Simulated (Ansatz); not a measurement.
Computed with PBE (plane waves to 420 eV, PAW; Ansatz, a first-principles code).

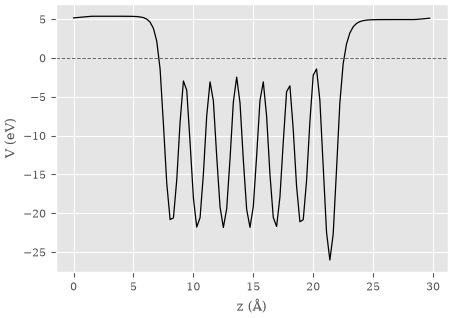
*Electrostatic potential energy of an electron, averaged over planes parallel to the surface, in eV from the Fermi level, for a constructed model of the (0001) surface of hcp Os, a pseudomorphic layer of Nb in the host's stacking (bottom of the slab: a bare face, its two planes held)*

Set-up: 7 atoms, 13.6 Å thick at the start; mesh 16x16x1; 0.1 eV smearing; dipole correction on; 2 atoms held, the rest relaxed; start symmetry kept, larger cells not searched; no spin, no spin-orbit, no U. It is one candidate, not shown to be the stable structure of the face.

The vacuum level lies 4.95 eV above the Fermi level over the top face and 5.38 eV above it under the bottom face.
